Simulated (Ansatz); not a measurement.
# One shape, several levels: doublet [InNH2F2]+

Wanted: a comparison of 4 runs (UHF/3-21G, UBLYP/def2-SVPD, UPBE/def2-SVPD, UCCSD/def2-SVPD) of doublet [InNH2F2]+. 

The results are computed with Ansatz 0.2.0.

31 further runs of the same task are left out: 31 set aside as unsound or not needed.

### Step 1. The system as given

[InNH2F2]+: 6 atoms, total charge +1, spin state doublet. SMILES of the parent species: `[NH2][In]([F])[F]`. The coordinates come from a PBE0-D4/def2-TZVP relaxation. That shape belongs to the parent species and isn't relaxed for this state.

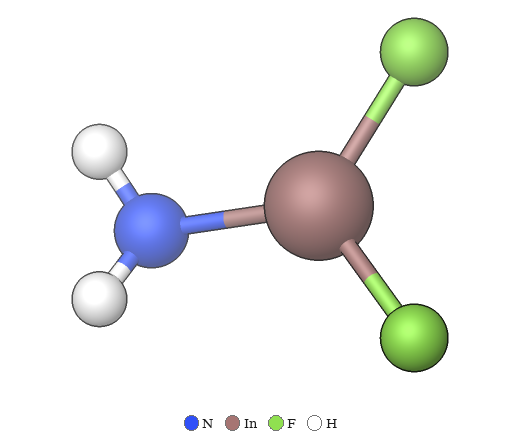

Viewed from a chosen angle; nitrogen blue, indium brown, fluorine green, hydrogen white.

### Step 2. A single-point energy at UHF/3-21G (run 1)

The input, input.yaml:

```yaml
basis:
  gaussian: {orbitals: 3-21G-spherical.json}
crystal:
  periodic: [false, false, false]
  atoms:
    - {symbol: "N", position_ang: [-0.259900, 1.155100, -0.280600]}
    - {symbol: In, position_ang: [0.271400, -0.745700, 0.029100]}
    - {symbol: F, position_ang: [1.862900, -1.284900, 0.989000]}
    - {symbol: F, position_ang: [-0.617400, -2.265700, -0.773500]}
    - {symbol: H, position_ang: [0.031700, 1.791300, 0.449400]}
    - {symbol: H, position_ang: [-1.246600, 1.285900, -0.459500]}
total_charge: 1
magnetization: {spin_polarized: true, initial_magnetization: 1}
hamiltonian: {xc: hf}
accuracy: high
output: {orbitals: {seedname: orbitals}}
```

The basis set 3-21G is read from a file made from the Basis Set Exchange's data (not shown).

Launch:

```console
$ ansatz run input.yaml --threads 1 --pin off --max-ram 3480MiB --events-out events.jsonl --progress --plain --runs-dir runs
```

The program printed:

```text
Warning: RAYON_NUM_THREADS=1 ignored (pool sized by the plan → 1); use --threads N
Functional definition: HF
  name "HF"
  exchange = exact_x
  correlation = 0
1270 factors; integrals over basis functions are off by at most 1.1e-8 eV
mean field evaluation 1: about -162379.1389 eV, gradient 4.8e1 eV
mean field evaluation 2: about -162379.1739 eV, gradient 4.8e1 eV
mean field evaluation 4: about -162386.7305 eV, gradient 2.1e0 eV
mean field evaluation 8: about -162386.7872 eV, gradient 1.5e-1 eV
mean field evaluation 16: about -162383.0835 eV, gradient 2.5e0 eV
mean field -162386.78790786 eV, -5967.6043858958 hartree, gradient 4.3e-8 eV, S^2 0.757395; 0 other end points of the search recorded, 0 dependent functions left out
reference -162386.78790786 eV, -5967.6043858958 hartree; 38, 37 occupied and 24, 25 virtual orbitals, 1270 factors
Total energy: -162386.78790786 eV, -5967.6043858958 hartree
```

Wall time 2.6 s (1 thread of Arm Neoverse V1, shared host); peak memory 0.23 GiB.

### Step 3. The energy at UBLYP/def2-SVPD (core potential) (run 2)

The input, run.yaml:

```yaml
crystal:
  periodic: [false, false, false]
  atoms:
    - symbol: N
      position_ang: [-0.259900, 1.155100, -0.280600]
    - symbol: In
      position_ang: [0.271400, -0.745700, 0.029100]
    - symbol: F
      position_ang: [1.862900, -1.284900, 0.989000]
    - symbol: F
      position_ang: [-0.617400, -2.265700, -0.773500]
    - symbol: H
      position_ang: [0.031700, 1.791300, 0.449400]
    - symbol: H
      position_ang: [-1.246600, 1.285900, -0.459500]
basis:
  gaussian: {orbitals: def2-SVPD}
magnetization: {spin_polarized: true, initial_magnetization: 1}
accuracy: high
output: {orbitals: {seedname: orbitals}}
hamiltonian: {xc: {name: BLYP}}
total_charge: 1
```

Launch:

```console
$ ansatz run run.yaml --threads 1 --pin off --max-ram 3480MiB --events-out events.jsonl --progress --plain --runs-dir runs
```

The program printed:

```text
Warning: RAYON_NUM_THREADS=1 ignored (pool sized by the plan → 1); use --threads N
Functional definition: BLYP
  name "BLYP"
  parameter beta = 0.0042
  parameter a = 0.04918
  parameter b = 0.132
  parameter c = 0.2533
  parameter d = 0.349
  exchange = b88_x(beta = beta)
  correlation = lyp_c(a = a, b = b, c = c, d = d)
2460 factors; integrals over basis functions are off by at most 3.6e-9 eV
mean field evaluation 1: about -12089.7061 eV, gradient 8.3e1 eV
mean field evaluation 2: about -11691.9131 eV, gradient 2.5e2 eV
mean field evaluation 4: about -12095.8877 eV, gradient 6.2e1 eV
mean field evaluation 8: about -12114.2174 eV, gradient 4.3e0 eV
mean field evaluation 16: about -12114.3118 eV, gradient 4.4e-3 eV
mean field evaluation 32: about -12108.7489 eV, gradient 2.4e1 eV
mean field evaluation 64: about -12113.8982 eV, gradient 3.2e0 eV
mean field -12114.31180702 eV, -445.1927475325 hartree, gradient 6.2e-8 eV, S^2 0.755422; 10 other end points of the search recorded, 0 dependent functions left out
reference -12114.31186542 eV, -445.1927496788 hartree; 24, 23 occupied and 90, 91 virtual orbitals, 2460 factors
Total energy: -12114.31186542 eV, -445.1927496788 hartree
```

Run time: 26 s. Hardware: 1 thread of Arm Neoverse V1, shared host; peak memory 0.45 GiB.

Run 3 isn't shown in full; the table further down has it.

### Step 4. The energy at UCCSD/def2-SVPD (core potential) (run 4)

The input, in.yaml:

```yaml
crystal:
  periodic: [false, false, false]
  atoms:
    - {symbol: N, position_ang: [-0.259900, 1.155100, -0.280600]}
    - {symbol: In, position_ang: [0.271400, -0.745700, 0.029100]}
    - {symbol: F, position_ang: [1.862900, -1.284900, 0.989000]}
    - {symbol: F, position_ang: [-0.617400, -2.265700, -0.773500]}
    - {symbol: H, position_ang: [0.031700, 1.791300, 0.449400]}
    - {symbol: H, position_ang: [-1.246600, 1.285900, -0.459500]}
basis:
  gaussian: {orbitals: def2-SVPD}
total_charge: 1
magnetization: {spin_polarized: true, initial_magnetization: 1}
correlation: {method: ccsd, frozen_orbitals: {F: 1, H: 0, In: 4, "N": 1}}
accuracy: high
scf: {omitted_lower_state_checks: [cluster_reference, increment]}
```

Launch:

```console
$ ansatz run in.yaml --threads 1 --pin off --max-ram 3480MiB --events-out events.jsonl --progress --plain --runs-dir runs
```

The program printed, cut to the lines that bear on the results:

```text
Warning: RAYON_NUM_THREADS=1 ignored (pool sized by the plan → 1); use --threads N
[... 2 set-up lines as earlier in the session ...]
[...]
2460 factors; integrals over basis functions are off by at most 3.6e-9 eV
[...]
mean field -12060.67131866 eV, -443.2214959440 hartree, gradient 8.4e-8 eV, S^2 0.759333; 0 other end points of the search recorded, 0 dependent functions left out
7 core orbitals not correlated: weight in the atoms' cores, before any rotation towards them, 1.000 or more for the frozen orbitals, at most 0.000 for the correlated occupied ones
reference -12060.67131866 eV, -443.2214959440 hartree; 17, 16 occupied and 90, 91 virtual orbitals, 2460 factors
second order -17.16684910 eV of doubles, -0.00000000 eV of singles
cycle   1  -17.00328813 eV  change    1.6e-1 eV  update   1.4e-1
[...]
cycle  32  -17.63792879 eV  change    1.7e-9 eV  update   2.0e-9
Total energy: -12078.30924745 eV, -443.8696778717 hartree
Checks for a lower state left out: cluster_reference, increment
```

Run time: 4.2 min. Hardware: 1 thread of Arm Neoverse V1, shared host; peak memory 2.5 GiB.

### Step 5. Overview of the runs

```tsv
run	level	core potential	frozen core orbitals	energy (Eh)	HOMO energy (eV)	LUMO energy (eV)	⟨S²⟩	wall time
1	UHF/3-21G	none	–	-5967.604386	-19.00	-7.10	0.757	2.6 s
2	UBLYP/def2-SVPD (core potential)	def2-SVPD	–	-445.192750	-14.30	-13.97	0.755	26 s
3	UPBE/def2-SVPD (core potential)	def2-SVPD	–	-445.012235	-14.36	-14.03	0.755	23 s
4	UCCSD/def2-SVPD (core potential)	def2-SVPD	7	-443.869678	–	–	0.759	4.2 min
```

### Step 6. What came out

| quantity | value |
| --- | --- |
| run 4: total energy | -443.86968 Eh |
| run 4: correlation energy (7 core orbitals frozen) | -648.2 mEh |
| run 4: ⟨S²⟩ of the reference determinant | 0.759 |
| run 4: T1 diagnostic | 0.019 |

What this shows: Totals of different functionals can't be ranked against each other. Some runs of one species differ in core potentials or relativity; totals across that change don't compare. In run 1 relativity is left out where basis or elements ask for it. All runs together took 5.1 min, the longest 4.2 min.
